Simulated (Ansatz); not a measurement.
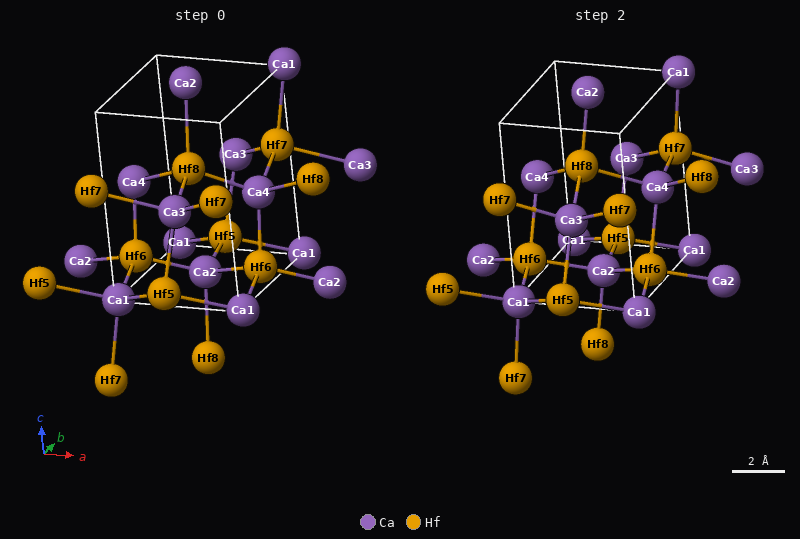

The structure of solid CaHf (built on the zinc blende_216 type) (coarse preliminary run) before (left) and after (right) a relaxation, at one scale.

Style: ball-and-stick. Shown: the cell of the calculation, slightly off an axis.

All numbers below come from DFT PBE, scalar-relativistic, plane waves, PAW in Ansatz 0.2.0. (plane-wave cutoff 420 eV; k-point mesh 6 × 4 × 4; occupations gaussian; smearing width 0.1 eV; no spin polarisation; cell and atoms relaxed; force threshold 0.015 eV/Å; at most 120 steps)

### Summarise the run.

The run was cut off at its time limit before the relaxation converged, so the last structure is only a point on the way. Ca4 moves most relative to the cell: 0.39 Å roughly along [2 3 2]. Largest moves by element: Ca 0.39 Å, Hf 0.36 Å. The volume changes by −4.2 %, with a 5.046 → 4.929 Å (−2.3 %), b 8.945 → 9.239 Å (+3.3 %), c 8.842 → 8.445 Å (−4.5 %), α 109.2° → 109.6°, β 90.1° → 87.8°, γ 91.1° → 95.1°. Near-neighbour distances that change, for instance: Ca2–Hf8 3.457 → 3.035 Å, Ca3–Hf7 3.414 → 3.032 Å, Ca3–Hf7 (another image) 2.688 → 3.062 Å, Ca4–Hf6 2.954 → 3.222 Å. Bond angles that change, for instance: Hf5–Ca3–Hf8 115.9° → 132.0°, Ca2–Hf6–Ca4 106.8° → 94.6°, Hf6–Ca4–Hf8 112.8° → 100.9°. The space group stays P1 (No. 1). Over 2 geometry steps the energy falls by 224 meV per atom. Largest force component: 1.1 eV/Å at the start, 0.87 eV/Å at the end. Pressure: 0.13 GPa at the start and −0.66 GPa at the end. Cost: 14 min on 1 thread of Arm Neoverse V2, with other jobs on the host, peak memory 1.3 GiB.
